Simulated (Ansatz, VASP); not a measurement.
**Cross-check of SiC (Moissanite) between VASP and Ansatz**

Aim: how closely do two programs agree when they are given the same cell, functional and k mesh?

Main program and level: Ansatz 0.2.0; plane waves, with VASP 6.6.1 beside it; band structure at r2SCAN-EpsX.

## 1. The structure

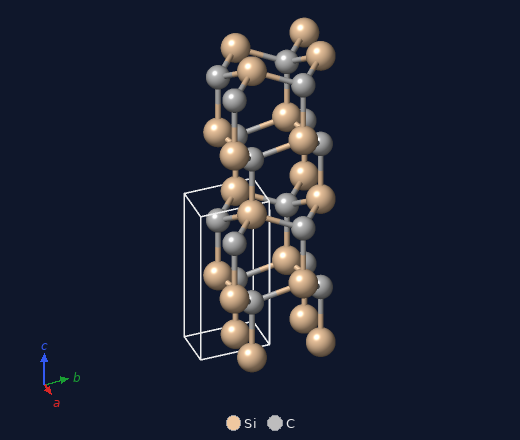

The starting structure, seen slightly off an axis (silicon light orange, carbon light grey). 2×2×2 cells are drawn. Some periodic images of atoms are drawn too.

## 2. Ansatz: band structure, r2SCAN-EpsX

Ansatz runs on its default PAW (the set named soft_2) files.

Levels along a path test the potential and the projectors away from the mesh points.

Contents of input.yaml:

```yaml
crystal:
  lattice:
    - [3.076, 0.0, 0.0]
    - [-1.538, 2.663894142, 0.0]
    - [0.0, 0.0, 5.048]
  atoms:
    - { symbol: Si, position: [0.6666666667, 0.3333333333, 0.5] }
    - { symbol: Si, position: [0.3333333333, 0.6666666667, 0.0] }
    - { symbol: C, position: [0.6666666667, 0.3333333333, 0.885] }
    - { symbol: C, position: [0.3333333333, 0.6666666667, 0.385] }
hamiltonian:
  xc: { exchange: r2scan, correlation: r2scan, exx: { coeff: 0.141 } }
  pseudopotentials: { kind: paw }
kpoints:
  mp_grid: { grid: [5, 5, 3] }
  band_path:
    path:
      - [0.0, 0.0, 0.0]
      - [0.44444, 0.0, 0.0]
      - [0.38889, 0.22222, 0.0]
      - [0.33333, 0.33333, 0.0]
      - [0.18519, 0.18519, 0.0]
      - [0.0, 0.0, 0.11111]
      - [0.0, 0.0, 0.5]
      - [0.44444, 0.0, 0.5]
      - [0.38889, 0.22222, 0.5]
      - [0.18519, 0.18519, 0.5]
      - [0.5, 0.0, 0.38889]
      - [0.33333, 0.33333, 0.0]
      - [0.33333, 0.33333, 0.5]
    npoints: 1
scf:
  occupations: { method: gaussian, width: 0.03 }
  n_extra_bands: 8
output:
  forces: true
  stress: true
  eigenvalues: true
```

Run with:

```console
> ansatz run input.yaml --threads 4 --pin off --max-ram 9216MiB --backend cpu --events-out ev --progress --plain --runs-dir out
```

Numbers of over 12 decimals in the logs are rounded to 6 here.

Output:

```text
Warning: output.stress: scf.convergence.dr2_threshold = 1e-7 eV (the SCF's general default) is looser than the 4e-10 eV advised for a printed stress (1e-10 eV for each atom of the cell: 4). What an SCF threshold leaves in a stress goes as its square root, and in the free energy as the threshold itself, and one threshold admits the most on a small cell: [figures from the program's tests cut] Set scf.convergence.dr2_threshold to 4e-10 eV or tighter. The threshold is an SCF's pass mark: one that does not reach it within its budget of iterations ends unconverged, or closes short of it on a stop that the run arms, and scf.convergence.dr2_threshold's page says what that costs each kind of run
Warning: output.stress: scf.exx.energy_threshold = 1e-6 eV is looser than the 4e-8 eV advised for a stress under a hybrid functional (1e-8 eV for each atom of the cell: 4). Every SCF of the exchange loop can meet its threshold on dr2 while the loop round them stops early: no threshold on dr2 bounds what that leaves in the stress. Set scf.exx.energy_threshold to 4e-8 eV or tighter. The threshold is the loop's pass mark: a loop that does not reach it within its budget of cycles ends unconverged, and scf.exx.energy_threshold's page has the law
scf.n_extra_bands = 8 over 8 filled bands (N_el = 16.0): the run solves 16 bands
Engine: ansatz 0.2.0, aarch64-unknown-linux-gnu
Pseudopotentials: kind: paw
Pseudopotential: Si, paw, valence charge 4, recommended cutoff 500 eV (meta_gga), Si.paw.azcp
Pseudopotential: C, paw, valence charge 4, recommended cutoff 500 eV (meta_gga), C.paw.azcp
Functional definition: unnamed
  parameter a_1 = 0.141
  exchange = (1 - a_1)*r2scan_x + a_1*exact_x
  correlation = r2scan_c
Crystal: 4 atoms, lattice volume = 41.364 Å³
Basis set: ecut = 500 eV, 1099 PW (Γ), exchange–correlation on 96×96×160 points (64 copies of the dense FFT grid, shifted against one another)
Bands: 16, of which v1, the nominal top of the filled ones, is band 8 counted from 1 (7 counted from 0)
Symmetry: 12 space group operations
Space group: P63mc (ITA 186), of the structure as read, at distance tolerance 3.5e-5 Å
k-points: 10 of 75 (time reversal used)
Non-local potential: Si, projectors of the file, l = 0: 2, l = 1: 2, l = 2: 2
Non-local potential: C, projectors of the file, l = 0: 2, l = 1: 2, l = 2: 1
PAW form: soft (Blöchl's): semilocal exchange-correlation on the pseudo side does not see the compensation charge
PAW frozen core: Si, regenerated for the run's functional, and the local potential with it (the file was generated under x = pbe(κ = 0.804, μ = 0.219515), c = pbe(β = 0.066725))
PAW frozen core: C, regenerated for the run's functional, and the local potential with it (the file was generated under x = pbe(κ = 0.804, μ = 0.219515), c = pbe(β = 0.066725))
PAW one-centre angular grid: Si, 302 points (default); XC on 160 Gauss nodes
PAW one-centre angular grid: C, 302 points (default); XC on 239 of its mesh's 2573 points in the sphere
Initial density: superposition of atomic densities (neutral atoms: chi_scale 0, normalization atom), corrected by the library's trained network
Initial wavefunctions: pseudopotential atomic-orbital guess
Functional: x = r2scan, c = r2scan; τ floored in thin density (d = 2e-4 eV/Å³), warm-up for x = 0.859 r2scan + 0.141 exact, c = r2scan; τ floored in thin density (d = 2e-4 eV/Å³)
SCF iter   1: F=—  HF=-1782.485796 eV  |F-HF|=—  |Δ(HF+E_count)|=         —  Δρ=6.26e-3  dr2=1.20e-2  dr2_τ=3.99e-1  ethr=1.77e-3  ⟨swp⟩=8.2  Hψ=814  notcnv=0
preconditioner: auto → none  [insulator: Δε(μ)=3.192 eV  Ē_g=14.982 eV  σ=0.030 eV  W_gap=1.00  n_scr=2 (ndim 8)  ℏωp=23.1 eV  f_vac=0.000  D(μ)=0.00/eV (n_scr^D=0)]
SCF iter   2: F=—  HF=-1782.576581 eV  |F-HF|=—  |Δ(HF+E_count)|=   9.08e-2  Δρ=4.07e-3  dr2=3.54e-3  dr2_τ=8.60e-5  ethr=7.49e-5  ⟨swp⟩=5.0  Hψ=535  notcnv=0  defer=1
iter 3 solved again at ethr=2.92e-7 eV; its pass at ethr=2.21e-5 eV (dr2=4.67e-5 eV) is discarded
SCF iter   3: F=-1782.576635 eV  HF=-1782.576614 eV  |F-HF|=2.06e-5  |Δ(HF+E_count)|=   3.33e-5  Δρ=4.24e-4  dr2=4.50e-5  dr2_τ=2.19e-5  ethr=2.92e-7  ⟨swp⟩=3.5  Hψ=645  notcnv=0
SCF 1 stopped early in 3 iterations: F = -1782.576635 eV  dr2 = 4.50e-5
  greatest PAW one-centre occupation: 0.658 electrons in one spin orbital (limit 2), on the C atom at site 3 (counted from 0), in its partial waves of l = 0
Initial density: handed on by an earlier stage of this run
Initial wavefunctions: those handed on with the density
Functional: x = 0.859 r2scan + 0.141 exact, c = r2scan; τ floored in thin density (d = 2e-4 eV/Å³)
Frozen-core exchange: fock
SCF iter   1: F=—  HF=-1782.310407 eV  |F-HF|=—  |Δ(HF+E_count)|=         —  Δρ=1.32e-3  dr2=3.83e-4  dr2_τ=1.69e-5  ethr=2.81e-6  ⟨swp⟩=6.2  Hψ=730  notcnv=0
preconditioner: auto → none  [insulator: Δε(μ)=4.073 eV  Ē_g=16.299 eV  σ=0.030 eV  W_gap=1.00  n_scr=2 (ndim 8)  ℏωp=23.1 eV  f_vac=0.000  D(μ)=0.00/eV (n_scr^D=0)]
SCF iter   2: F=—  HF=-1782.310346 eV  |F-HF|=—  |Δ(HF+E_count)|=   6.13e-5  Δρ=4.76e-4  dr2=8.24e-5  dr2_τ=3.93e-6  ethr=2.18e-6  ⟨swp⟩=2.0  Hψ=240  notcnv=0
SCF iter   3: F=—  HF=-1782.310925 eV  |F-HF|=—  |Δ(HF+E_count)|=   5.79e-4  Δρ=1.23e-4  dr2=3.74e-6  dr2_τ=7.93e-8  ethr=2.72e-7  ⟨swp⟩=3.2  Hψ=318  notcnv=0
SCF iter   4: F=—  HF=-1782.310926 eV  |F-HF|=—  |Δ(HF+E_count)|=   9.19e-7  Δρ=4.44e-5  dr2=6.76e-7  dr2_τ=3.03e-8  ethr=2.05e-8  ⟨swp⟩=3.2  Hψ=268  notcnv=0  defer=3
SCF iter   5: F=—  HF=-1782.310929 eV  |F-HF|=—  |Δ(HF+E_count)|=   3.50e-6  Δρ=2.51e-5  dr2=2.31e-7  dr2_τ=5.47e-9  ethr=2.21e-9  ⟨swp⟩=4.0  Hψ=437  notcnv=0
SCF iter   6: F=-1782.310929 eV  HF=-1782.310929 eV  |F-HF|=9.91e-11  |Δ(HF+E_count)|=  1.11e-10  Δρ=2.07e-6  dr2=9.80e-9  dr2_τ=8.10e-11  ethr=1.39e-9  ⟨swp⟩=2.8  Hψ=271  notcnv=0
SCF 2 converged in 6 iterations: F = -1782.310929 eV  dr2 = 9.80e-9
  Residual-converged pass: ⟨swp⟩=3.0  Hψ=308  notcnv=0  max |occ|·‖R‖ = 5.9e-6 eV (tolerance 6.7e-6 eV)  dr2=9.87e-9  dr2_τ=1.47e-10  dr2_onsite=2.70e-11  max |Δocc| = 0.0e0
  greatest PAW one-centre occupation: 0.657 electrons in one spin orbital (limit 2), on the C atom at site 3 (counted from 0), in its partial waves of l = 0
hybrid outer 1: dexx = +4.826e-4 eV, tail = 1.56e-7 eV
Frozen-core exchange: fock
SCF iter   1: F=—  HF=-1782.310930 eV  |F-HF|=—  |Δ(HF+E_count)|=         —  Δρ=4.82e-6  dr2=6.37e-9  dr2_τ=1.78e-9  ethr=4.86e-9  ⟨swp⟩=5.8  Hψ=507  notcnv=0
preconditioner: auto → none  [insulator: Δε(μ)=4.088 eV  Ē_g=16.304 eV  σ=0.030 eV  W_gap=1.00  n_scr=2 (ndim 8)  ℏωp=23.1 eV  f_vac=0.000  D(μ)=0.00/eV (n_scr^D=0)]
SCF iter   2: F=-1782.310930 eV  HF=-1782.310930 eV  |F-HF|=1.35e-10  |Δ(HF+E_count)|=  4.99e-10  Δρ=1.76e-6  dr2=7.49e-10  dr2_τ=4.22e-11  ethr=3.30e-11  ⟨swp⟩=3.0  Hψ=316  notcnv=0
SCF 3 converged in 2 iterations: F = -1782.310930 eV  dr2 = 7.49e-10
  Residual-converged pass: ⟨swp⟩=3.0  Hψ=310  notcnv=0  max |occ|·‖R‖ = 6.1e-7 eV (tolerance 6.3e-7 eV)  dr2=7.68e-10  dr2_τ=4.21e-11  dr2_onsite=3.01e-11  max |Δocc| = 0.0e0
hybrid outer 2: dexx = +1.081e-9 eV, tail = 1.66e-9 eV, Δε = 1.44e-4 eV (about 1.61e-5 eV left of the loop's levels), ΔF = 2.47e-5 eV/Å (tail 9.88e-5)
NSCF: frozen V_eff on 13 k-points
hybrid SCF converged: 2 outer / 8 inner (+3 warm-up), last move |dexx| = 1.08e-9 eV, tail = 1.66e-9 eV
Stability not checked: this state was not tested for a lower state beside it, because the functional holds exact exchange (a hybrid, or Hartree-Fock), whose exchange loop this test does not read (fock_operator; see scf.lower_state_search)
Free energy (F): -1782.310930 eV
Frozen-core exchange: fock
Harris-Foulkes:  -1782.310930 eV  (|F-HF|=1.35e-10)
Internal energy: -1782.310930 eV  (E = F + TS)
E sigma→0 (E₀):  -1782.310930 eV
Fermi energy:    11.251572 eV
--- Per-component energies (eV) ---
  E_band       = 38.295014
  E_kinetic    = 272.455462
  E_local      = -208.977873  (includes V_loc(G=0)·N_el)
  E_nonlocal   = 99.911577
  E_hartree    = 66.147422
  E_xc         = -177.376908
  E_vxc        = -205.586615  (∫ρ·V_xc dr)
  E_exx        = -20.922380  (= α·E_x^exact, valence–valence)
  E_paw        = -1244.726646  (= ΣΔE_a)
  E_vpaw       = -18.632581  (= ΣTr[D̂ρ^β])
  E_aug_tail   = 0.000017  (compensation charges beyond the density's cutoff)
  E_vtau       = 8.675171  (kinetic-family band-sum trace: ∫τ·v_τ [+ j·A + Jᵃ·Aᵃ] dr)
  E_ewald      = -568.570884
  E_core_change = -0.250717  (= ΣΔE_core)
  E_smearing   = -0.000000  (= −TS)
  E_closure    = 0.000000  (closes the sum)
  Σ components = -1782.310930   (vs F -1782.310930, Δ=0.00e0)
--- Forces (eV/Å), atoms counted from 1 ---
  atom   1  Si     0.00000000     0.00000000     0.76538262
  atom   2  Si    -0.00000000    -0.00000000     0.76538262
  atom   3  C      0.00000000     0.00000000    -0.76538987
  atom   4  C      0.00000000    -0.00000000    -0.76538987
  max |Σ_I F_I| component: 1.45e-5 eV/Å
--- Stress (GPa, compression-positive) ---
       -0.128074       0.000000       0.000000
       -0.000000      -0.128074       0.000000
        0.000000       0.000000      -4.585133
  P = ⅓ Tr σ = -1.6138 GPa (-16.138 kbar)
--- Band table (eV; the first three rows and the last of 10) ---
  k-point 0: bands = [... 4 lower, 7.4673, 8.8811, 8.8811, 9.2076, 15.3020, 16.7258, 17.1862, 17.1862, ... 4 higher]
  k-point 1: bands = [... 4 lower, 7.7804, 7.7804, 8.4829, 8.4829, 15.8256, 17.2294, 17.4355, 17.4355, ... 4 higher]
  k-point 2: bands = [... 4 lower, 6.5020, 6.5834, 8.4184, 8.6068, 14.9702, 17.1043, 17.5752, 18.3775, ... 4 higher]
  k-point 9: bands = [... 4 lower, 3.3009, 4.6248, 6.0937, 7.0866, 14.3881, 16.1892, 16.6971, 17.0947, ... 4 higher]
```

The job ended after 21 s (4 threads of Arm Neoverse V2, shared host; peak memory 0.74 GiB).

In the SCF lines HF is the Harris–Foulkes energy and dr2 the Hartree energy of the density residual, in eV; the loop may stop once dr2 is under the threshold and the program's other checks hold. Hψ counts applications of the Hamiltonian.

(Continued in part 2 of 2.)

[Lines on the potential files, build, host, timing and source positions are cut from VASP's logs without a mark.]

[Logs are printed without paths, hosts, clocks, repeated set-up lines and the standing remarks that a program may print on its own settings, such as how far it seeks lower states.]

[Hosts, paths, dates, database ids (printed as entryN), source tags and the programs' standing remarks are cut or masked in the printed files.]
